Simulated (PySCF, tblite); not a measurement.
# CH6Ge: bond homolysis, EPR parameters, part 2 of 2

tblite 0.8.0 and PySCF 2.14.0. Atoms count from 0.

## (11) Single point (CH₅Ge radical, [CH2][GeH3]): M06-2X/def2-TZVP

Geometry: PBE0-D3(BJ)/def2-SVP.

The job: settings as JSON, then the geometry in Å.

```
{"job": {"kind": "sp", "xc": "M06-2X", "basis": "def2-TZVP", "grid": 3}, "charge": 0, "multiplicity": 2}
C     -0.925519    -0.295195    -0.175768
Ge     0.957227     0.072247    -0.073258
H     -1.402687    -1.054491     0.451599
H     -1.577681     0.210544    -0.894558
H      1.232042     1.535526    -0.466957
H      1.751869    -0.839784    -1.034717
H      1.467986    -0.182634     1.357148
```

Output:

```text
coarse grid: 24960 points
cycle   1  E = -2118.0011385765  dE = -7.581e-01  |g| = 2.861e-01  |ddm| = 1.294e+00
cycle   2  E = -2118.0105782728  dE = -9.440e-03  |g| = 2.747e-01  |ddm| = 2.328e-01
cycle   3  E = -2118.0218667390  dE = -1.129e-02  |g| = 1.616e-02  |ddm| = 1.097e-01
cycle   4  E = -2118.0222550377  dE = -3.883e-04  |g| = 4.247e-03  |ddm| = 3.006e-02
cycle   5  E = -2118.0222813050  dE = -2.627e-05  |g| = 2.011e-03  |ddm| = 7.491e-03
cycle   6  E = -2118.0222850741  dE = -3.769e-06  |g| = 8.459e-04  |ddm| = 2.673e-03
final grid: 83800 points
cycle   7  E = -2118.0227188356  dE = -3.500e-06  |g| = 7.024e-04  |ddm| = 4.049e-03
cycle   8  E = -2118.0227190853  dE = -2.498e-07  |g| = 5.426e-04  |ddm| = 8.500e-04
cycle   9  E = -2118.0227191911  dE = -1.058e-07  |g| = 1.347e-04  |ddm| = 3.322e-04
cycle  10  E = -2118.0227192186  dE = -2.747e-08  |g| = 2.564e-05  |ddm| = 2.855e-04
cycle  11  E = -2118.0227192198  dE = -1.211e-09  |g| = 9.383e-06  |ddm| = 6.313e-05
converged SCF energy = -2118.0227192198
```

It took 8.9 s on 1 thread of Intel Xeon at 2.80GHz, shared host; peak memory 0.56 GiB.

## (12) Relaxing the molecule with GFN2-xTB

This step treats CH5Ge radical, labelled `[CH3][GeH2]` (the label fixes atoms and charge, not where charge and spin sit).

The job: settings as JSON, then the geometry in Å.

```
{"job": {"kind": "relax", "xc": "GFN2-xTB", "basis": "xTB"}, "charge": 0, "multiplicity": 2}
C     -1.008100    -0.118900     0.016800
Ge     0.904800     0.113900    -0.054500
H     -1.452700     0.585300     0.740800
H     -1.288900    -1.120500     0.309200
H     -1.461300     0.071400    -0.959200
H      1.528800    -0.883900    -1.046000
H      1.525100    -0.155500     1.348200
```

Output:

```text
step      E/eV     max force
  0    -178.17407    1.538
  1    -178.22171    1.023
  2    -178.25594    0.511
  3    -178.26864    0.360
  4    -178.27535    0.248
  5    -178.27992    0.232
  6    -178.28450    0.240
  7    -178.28855    0.264
  8    -178.29250    0.226
  9    -178.29541    0.146
 10    -178.29705    0.116
 11    -178.29785    0.075
 12    -178.29829    0.073
 13    -178.29867    0.057
 14    -178.29905    0.069
 15    -178.29934    0.052
 16    -178.29954    0.055
 17    -178.29971    0.046
 18    -178.29987    0.040
 19    -178.29998    0.027
 20    -178.30004    0.020
 21    -178.30007    0.020
 22    -178.30011    0.024
 23    -178.30015    0.021
 24    -178.30017    0.011
 25    -178.30018    0.003
```

It took 0.07 s on 1 thread of Intel Xeon at 2.80GHz, shared host.

Relaxation path:

```tsv
step	energy from step 0 (eV)	largest force (eV/Å)
0	0.0000	1.5385
1	-0.0476	1.0232
2	-0.0819	0.5106
3	-0.0946	0.3596
4	-0.1013	0.2482
5	-0.1059	0.2321
6	-0.1104	0.2398
7	-0.1145	0.2642
8	-0.1184	0.2263
9	-0.1213	0.1458
10	-0.1230	0.1160
11	-0.1238	0.0752
12	-0.1242	0.0732
13	-0.1246	0.0568
14	-0.1250	0.0687
15	-0.1253	0.0520
16	-0.1255	0.0548
17	-0.1256	0.0461
18	-0.1258	0.0397
19	-0.1259	0.0269
20	-0.1260	0.0203
21	-0.1260	0.0201
22	-0.1260	0.0235
23	-0.1261	0.0215
24	-0.1261	0.0112
25	-0.1261	0.0032
```

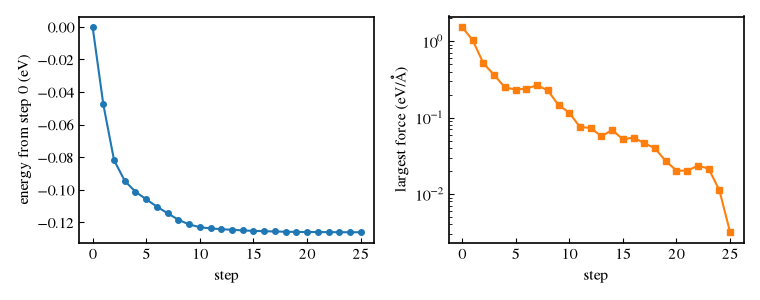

Energy and largest force along the relaxation.

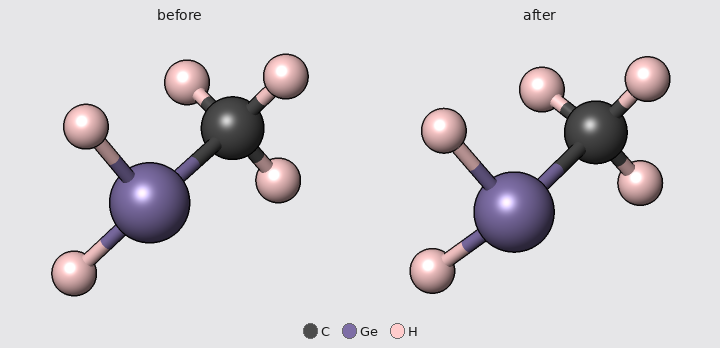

The geometry before (left) and after (right).

Distances of close pairs at the start and the end, largest changes first:

```tsv
bond	before (Å)	after (Å)	change (Å)
C0–Ge1	1.928	2.008	+0.080
Ge1–H5	1.539	1.562	+0.023
C0–H2	1.104	1.086	-0.018
C0–H4	1.093	1.086	-0.007
C0–H3	1.081	1.087	+0.007
Ge1–H6	1.557	1.562	+0.004
```

The end geometry stands in the next job.

## (13) Harmonic vibrations with GFN2-xTB

The job: settings as JSON, then the geometry in Å.

```
{"job": {"kind": "ir", "xc": "GFN2-xTB", "basis": "xTB"}, "charge": 0, "multiplicity": 2}
C     -1.028193    -0.087376     0.010080
Ge     0.953730     0.224261    -0.081924
H     -1.494270     0.571900     0.736377
H     -1.181841    -1.119207     0.315907
H     -1.495667     0.070244    -0.957413
H      1.499154    -0.933412    -0.976871
H      1.494679    -0.234643     1.309235
```

Output:

```text
mode    cm-1     km/mol
  1     163.1      1.99
  2     484.6     13.69
  3     521.0     27.97
  4     542.2     45.38
  5     776.7    122.75
  6     783.1    102.68
  7     825.1    289.90
  8    1264.3      5.71
  9    1438.2      0.04
 10    1453.9      0.34
 11    1534.8    440.39
 12    1682.4    899.96
 13    3001.0     13.85
 14    3022.8     19.73
 15    3025.4     31.29
ZPE 122.728  H(298)-E 136.668  G(298)-E 52.267 kJ/mol  S 283.08 J/(mol K)
```

It took 0.13 s on 1 thread of Intel Xeon at 2.80GHz, shared host.

Which atoms move in the most intense modes:

```tsv
cm⁻¹	km/mol	atoms
521	28.0	C0 70 %, Ge1 15 %
542	45.4	H5 32 %, H6 32 %, H3 19 %
777	122.8	H3 36 %, H5 18 %, H6 15 %, C0 13 %
783	102.7	H4 33 %, H2 31 %, C0 16 %
825	289.9	H6 46 %, H5 46 %
1535	440.4	H5 49 %, H6 49 %
1682	900.0	H6 49 %, H5 49 %
3025	31.3	H2 46 %, H4 45 %
```

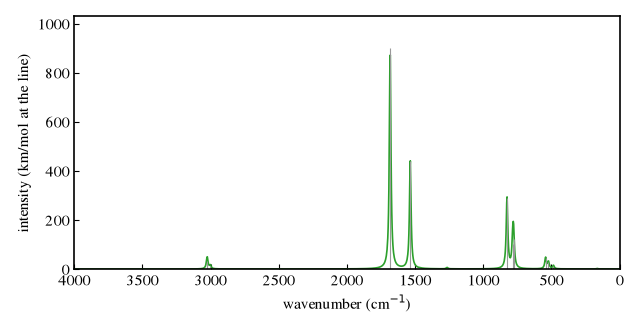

The infrared spectrum from these modes, unscaled. Lines are broadened to a width of 14 cm⁻¹ (Lorentzian).

## (14) Relaxing the molecule at PBE0-D3(BJ)/def2-SVP

This step treats CH5Ge radical, labelled `[CH3][GeH2]` (the label fixes atoms and charge, not where charge and spin sit).

Settings changed since step 13:

```diff
@@ -1,2 +1,2 @@
-{"job": {"kind": "ir", "xc": "GFN2-xTB", "basis": "xTB"}, "charge": 0, "multiplicity": 2}
+{"job": {"xc": "PBE0", "basis": "def2-SVP", "d3": "d3bj", "grid": 1, "kind": "geom"}, "charge": 0, "multiplicity": 2}
 C     -1.028193    -0.087376     0.010080
```

Output:

```text
step   0  E = -2117.46092831  max force = 0.022619
step   1  E = -2117.46531385  max force = 0.011355
step   2  E = -2117.46581572  max force = 0.001945
step   3  E = -2117.46593038  max force = 0.000467
step   4  E = -2117.46593201  max force = 0.000134
optimisation converged
```

Wall time 11 s (1 thread of Intel Xeon at 2.80GHz, shared host).

Relaxation path:

```tsv
step	energy from step 0 (eV)	largest force component (eV/Å)
0	0.0000	1.1631
1	-0.1193	0.5839
2	-0.1330	0.1000
3	-0.1361	0.0240
4	-0.1362	0.0069
```

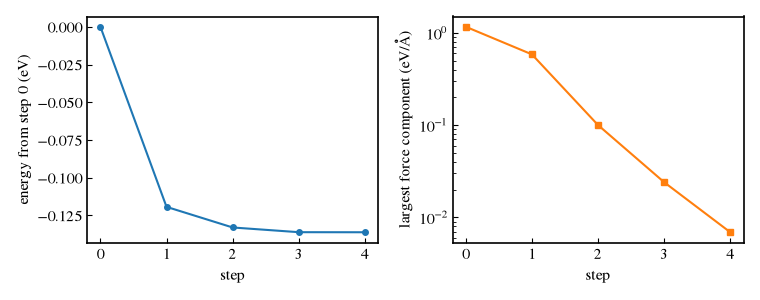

Energy and largest force along the relaxation.

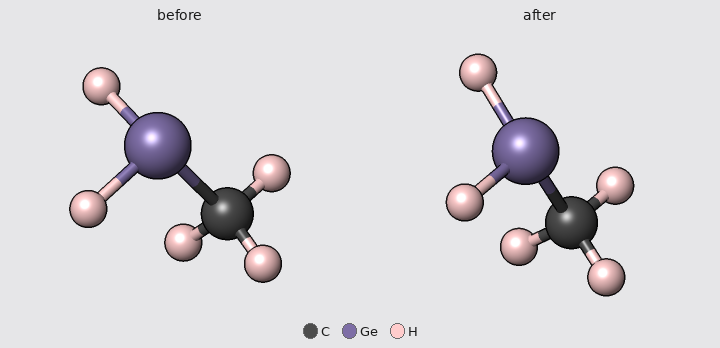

The geometry before (left) and after (right).

Close pairs (by a distance rule), those that changed most:

```tsv
bond	before (Å)	after (Å)	change (Å)
C0–Ge1	2.008	1.960	-0.048
C0–H3	1.087	1.102	+0.014
Ge1–H5	1.562	1.548	-0.013
Ge1–H6	1.562	1.548	-0.013
C0–H2	1.086	1.099	+0.013
C0–H4	1.086	1.099	+0.013
```

The final coordinates are the input of the step that follows.

```tsv
at the end point	value
point group (found at 0.08 Å tolerance)	Cs
rotational constants (GHz, main isotopes)	68.587, 8.976, 8.623
dipole moment (D)	0.84
⟨S²⟩	0.752
```

## (15) Harmonic vibrations (CH5Ge radical, [CH3][GeH2]): PBE0-D3(BJ)/def2-SVP

The job: settings as JSON, then the geometry in Å.

```
{"job": {"xc": "PBE0", "basis": "def2-SVP", "d3": "d3bj", "grid": 2, "kind": "hessian"}, "charge": 0, "multiplicity": 2}
C     -1.033114    -0.320194     0.081665
Ge     0.800163     0.343991    -0.117792
H     -1.571274     0.263947     0.841217
H     -1.015042    -1.375898     0.395533
H     -1.573986    -0.245254    -0.871998
H      1.571131    -0.453673    -1.197895
H      1.569769     0.277556     1.224080
```

Output:

```text
coarse grid: 24960 points
cycle   1  E = -2117.4385464111  dE = -7.371e-01  |g| = 2.795e-01  |ddm| = 1.728e+00
cycle   2  E = -2117.4283231550  dE =  1.022e-02  |g| = 3.206e-01  |ddm| = 4.351e-01
cycle   3  E = -2117.4657047800  dE = -3.738e-02  |g| = 1.739e-02  |ddm| = 2.511e-01
cycle   4  E = -2117.4658736995  dE = -1.689e-04  |g| = 1.092e-02  |ddm| = 3.001e-02
cycle   5  E = -2117.4659299388  dE = -5.624e-05  |g| = 1.329e-03  |ddm| = 1.033e-02
cycle   6  E = -2117.4659317406  dE = -1.802e-06  |g| = 3.532e-04  |ddm| = 2.683e-03
final grid: 51112 points
cycle   7  E = -2117.4659293761  dE = -2.241e-07  |g| = 1.935e-04  |ddm| = 1.044e-03
cycle   8  E = -2117.4659294116  dE = -3.547e-08  |g| = 1.808e-04  |ddm| = 4.828e-04
cycle   9  E = -2117.4659294291  dE = -1.753e-08  |g| = 5.402e-05  |ddm| = 1.966e-04
cycle  10  E = -2117.4659294339  dE = -4.767e-09  |g| = 1.703e-05  |ddm| = 1.719e-04
cycle  11  E = -2117.4659294342  dE = -3.092e-10  |g| = 6.121e-06  |ddm| = 4.561e-05
cycle  12  E = -2117.4659294342  dE = -2.365e-11  |g| = 1.011e-06  |ddm| = 6.462e-06
converged SCF energy = -2117.4659294342

mode    cm-1
  1     156.1
  2     499.3
  3     532.8
  4     597.7
  5     805.5
  6     855.6
  7     857.9
  8    1240.9
  9    1426.0
 10    1431.7
 11    2091.3
 12    2117.0
 13    3062.0
 14    3170.1
 15    3189.8
ZPE 131.791  H(298)-E 145.518  G(298)-E 61.514 kJ/mol  S 281.75 J/(mol K)
```

Run time: 69 s. Hardware: 1 thread of Intel Xeon at 2.80GHz, shared host; peak memory 1 GiB.

Zero-point energy 131.79 kJ/mol (xTB gave 122.73).

## (16) Single point (CH₅Ge radical, [CH3][GeH2]): M06-2X/def2-TZVP

Geometry: PBE0-D3(BJ)/def2-SVP.

Settings changed since step 15:

```diff
@@ -1,2 +1,2 @@
-{"job": {"xc": "PBE0", "basis": "def2-SVP", "d3": "d3bj", "grid": 2, "kind": "hessian"}, "charge": 0, "multiplicity": 2}
+{"job": {"kind": "sp", "xc": "M06-2X", "basis": "def2-TZVP", "grid": 3}, "charge": 0, "multiplicity": 2}
 C     -1.033114    -0.320194     0.081665
```

Output:

```text
coarse grid: 24960 points
cycle   1  E = -2118.0349245786  dE = -7.217e-01  |g| = 2.970e-01  |ddm| = 1.381e+00
cycle   2  E = -2118.0417364634  dE = -6.812e-03  |g| = 2.889e-01  |ddm| = 3.442e-01
cycle   3  E = -2118.0593114022  dE = -1.757e-02  |g| = 1.367e-02  |ddm| = 1.305e-01
cycle   4  E = -2118.0595200833  dE = -2.087e-04  |g| = 6.540e-03  |ddm| = 3.426e-02
cycle   5  E = -2118.0595428291  dE = -2.275e-05  |g| = 2.798e-03  |ddm| = 7.808e-03
cycle   6  E = -2118.0595492982  dE = -6.469e-06  |g| = 5.620e-04  |ddm| = 4.638e-03
final grid: 83800 points
cycle   7  E = -2118.0600881601  dE = -3.460e-06  |g| = 8.806e-04  |ddm| = 4.271e-03
cycle   8  E = -2118.0600883210  dE = -1.609e-07  |g| = 8.399e-04  |ddm| = 1.238e-03
cycle   9  E = -2118.0600886764  dE = -3.554e-07  |g| = 1.112e-04  |ddm| = 5.309e-04
cycle  10  E = -2118.0600886986  dE = -2.220e-08  |g| = 5.627e-05  |ddm| = 2.669e-04
cycle  11  E = -2118.0600887023  dE = -3.680e-09  |g| = 2.056e-05  |ddm| = 1.086e-04
converged SCF energy = -2118.0600887023
```

Run time: 8.8 s. Hardware: 1 thread of Intel Xeon at 2.80GHz, shared host; peak memory 0.56 GiB.

## (17) Bond homolysis: M06-2X/def2-TZVP

This step combines the energies above: geometries from PBE0-D3(BJ)/def2-SVP, zero-point and thermal terms from PBE0-D3(BJ)/def2-SVP.

The job: settings as JSON, then the geometry in Å.

```
{"job": {"kind": "bd", "cap": 8, "geom": {"xc": "PBE0", "basis": "def2-SVP", "d3": "d3bj", "grid": 1}, "hess": 1, "level": {"xc": "M06-2X", "basis": "def2-TZVP", "grid": 3}}, "charge": 0, "multiplicity": 1}
C     -1.024344    -0.112754     0.022061
Ge     0.915514     0.105236    -0.031445
H     -1.470152     0.592877     0.737617
H     -1.286435    -1.135149     0.329834
H     -1.458098     0.075258    -0.970546
H      1.283739     1.539345    -0.460161
H      1.539774    -0.882132    -1.037223
H      1.524666    -0.161378     1.359248
```

Output (the driver's rows laid out field by field):

```text
homolysis bond by bond, M06-2X/def2-TZVP // PBE0-D3(BJ)/def2-SVP

row 1
  atoms                   0 2
  elements                C H
  length                  1.0994
  fragments               formula CH5Ge, charge 0, multiplicity 2, smiles [CH2][GeH3], kept yes, pieces 1, point_group Cs, largest_spin C 1.048; formula H, charge 0, multiplicity 2, smiles [H], kept yes, pieces 1
  electronic              455.61
  zero_kelvin             418.41
  enthalpy                425.51
  free_energy             385.22

row 2
  atoms                   0 1
  elements                C Ge
  length                  1.9528
  fragments               formula CH3, charge 0, multiplicity 2, smiles [CH3], kept yes, pieces 1, point_group D3h, largest_spin C 1.111; formula GeH3, charge 0, multiplicity 2, smiles [GeH3], kept yes, pieces 1, point_group C3v, largest_spin Ge 0.986
  electronic              339.35
  zero_kelvin             313.65
  enthalpy                320.8
  free_energy             274.19

row 3
  atoms                   1 5
  elements                Ge H
  length                  1.5414
  fragments               formula CH5Ge, charge 0, multiplicity 2, smiles [CH3][GeH2], kept yes, pieces 1, point_group Cs, largest_spin Ge 0.947; formula H, charge 0, multiplicity 2, smiles [H], kept yes, pieces 1
  electronic              357.5
  zero_kelvin             333.01
  enthalpy                338.93
  free_energy             300.96
```

Wall time 5 min (1 thread of Intel Xeon at 2.80GHz, shared host); peak memory 0.56 GiB.

Some single points behind these values are not shown above.

Dissociation energies (kJ/mol, gas phase, 298 K for the thermal columns):

```tsv
bond	fragments	electronic	enthalpy	free energy
C0–H2	[CH2][GeH3] + [H]	455.6	425.5	385.2
C0–Ge1	[CH3] + [GeH3]	339.4	320.8	274.2
Ge1–H5	[CH3][GeH2] + [H]	357.5	338.9	301.0
```

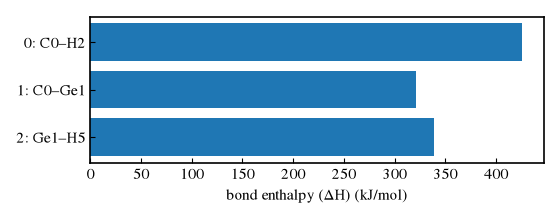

Dissociation energies, as enthalpies.

## (18) EPR parameters (CH3 radical): UKS B3LYP, pcH-1 on C H

The job: settings as JSON, then the geometry in Å.

```
{"job": {"kind": "epr", "basis": "pcH-1"}, "charge": 0, "multiplicity": 2}
C     -1.304620    -0.142818     0.018269
H     -1.386809     0.651386     0.760876
H     -1.167389    -1.176212     0.338033
H     -1.360181     0.096296    -1.044149
```

Method: UKS B3LYP, pcH-1 on C H, non-relativistic, mean-field spin-orbit, GIAO.

Output:

```text
UKS, coarse grid
  cycle   1  E = -39.83853806  |g| = 1.21e-01
  cycle   2  E = -39.83981674  |g| = 1.15e-01
  cycle   3  E = -39.84681879  |g| = 9.52e-03
  cycle   4  E = -39.84689390  |g| = 2.04e-03
  cycle   5  E = -39.84689980  |g| = 3.91e-04
UKS, final grid
  cycle   1  E = -39.84689913  |g| = 2.26e-04
  cycle   2  E = -39.84689916  |g| = 2.01e-04
  cycle   3  E = -39.84689918  |g| = 4.14e-05
  cycle   4  E = -39.84689918  |g| = 1.11e-06
internal stability: stable
E = -39.84689918 Eh   <S^2> = 0.7535 (exact 0.7500)
g shifts (ppm)      1          2          3
  rmc          -129       -129       -129
  gc              6         34         34
  oz_so           5        619        619
  total        -118        524        524
hyperfine (MHz)  atom isotope    a_iso     a_fc   dipolar eigenvalues
    0   13C      94.77      94.77    -83.22    -83.21    166.43
    1    1H     -66.85     -66.85    -39.12     -1.51     40.63
    2    1H     -66.85     -66.85    -39.12     -1.51     40.63
    3    1H     -66.85     -66.85    -39.12     -1.51     40.63
```

Wall time 1.8 s (1 thread of Intel Xeon at 2.80GHz, shared host).

Principal g values 2.00220, 2.00284, 2.00284; g(iso) = 2.00263, against 2.00232 for a free electron.

Hyperfine couplings; where a row names several nuclei, a(iso) is their mean (it holds for fast rotation or exchange) and the dipolar term the largest among them:

```tsv
nuclei	isotope	a(iso) (MHz)	a(iso) (G, at g = 2.0023)	largest dipolar term (MHz)
C0	13C	94.8	33.8	166.4
H1, H2, H3	1H	-66.8	-23.9	40.6
```

Mulliken spin populations:

```tsv
atom	value (e)
C0	1.14
H1	-0.05
H2	-0.05
H3	-0.05
```

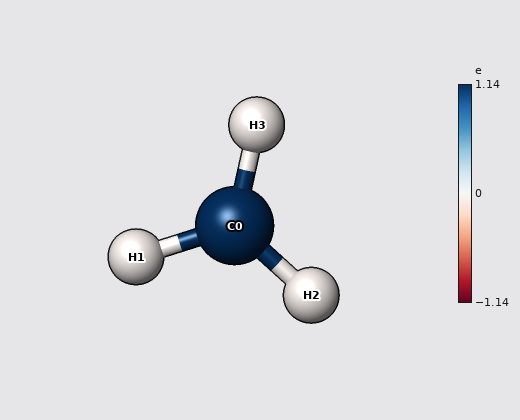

Mulliken spin populations, as colours on the atoms.

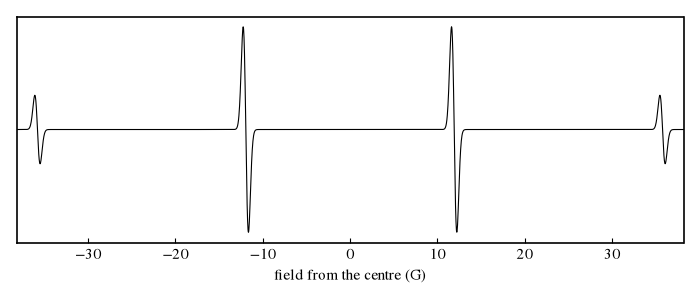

First-order isotropic spectrum (first derivative, main isotopes with spin only, couplings over 0.8 MHz, Gaussian width 0.3 G; couplings of the frozen geometry, rotation of groups not averaged beyond the rows shown).

## (19) Spectra of the species

The job: settings as JSON, then the geometry in Å.

```
{"job": {"kind": "bd", "cap": 8, "geom": {"xc": "PBE0", "basis": "def2-SVP", "d3": "d3bj", "grid": 1}, "hess": 1, "level": {"xc": "M06-2X", "basis": "def2-TZVP", "grid": 3}, "spectra": true}, "charge": 0, "multiplicity": 1}
C     -1.024344    -0.112754     0.022061
Ge     0.915514     0.105236    -0.031445
H     -1.470152     0.592877     0.737617
H     -1.286435    -1.135149     0.329834
H     -1.458098     0.075258    -0.970546
H      1.283739     1.539345    -0.460161
H      1.539774    -0.882132    -1.037223
H      1.524666    -0.161378     1.359248
```

Output:

```text
epr [CH3] +0: UKS B3LYP, pcH-1 on C H, non-relativistic, mean-field spin-orbit, GIAO
```

It took 1.9 s on 1 thread of Intel Xeon at 2.80GHz, shared host.

This step only lists the spectra that were run on the species above.

## (20) Summary of results

This closing draws on all 2 parts.

```
                                     quantity                  value
    strongest single infrared mode (GFN2-xTB)  2083 cm⁻¹, 498 km/mol
                 zero-point energy (GFN2-xTB)          36.2 kcal/mol
                                  point group                    C3v
         rotational constants (main isotopes)  53.08, 8.59, 8.59 GHz
 bond enthalpy (ΔH), C0–H2 (M06-2X/def2-TZVP)           425.5 kJ/mol
bond enthalpy (ΔH), C0–Ge1 (M06-2X/def2-TZVP)           320.8 kJ/mol
bond enthalpy (ΔH), Ge1–H5 (M06-2X/def2-TZVP)           338.9 kJ/mol
```

In words: No mode is imaginary among the 18: a minimum at this level. GFN2-xTB is a fitted tight-binding method: band positions and strengths are rough. Its intensities can rank the bands wrongly. Over 3 steps the energy fell by 0.076 eV; of the close pairs, Ge1–H6 changed most, 1.494 to 1.541 Å (PBE0/def2-SVP). Steps that list no spin-orbit terms leave them out, which matters at and beside the heavy atoms. At M06-2X/def2-TZVP the bond enthalpy (ΔH) runs from 320.8 kJ/mol (C0–Ge1) to 425.5 kJ/mol (C0–H2).
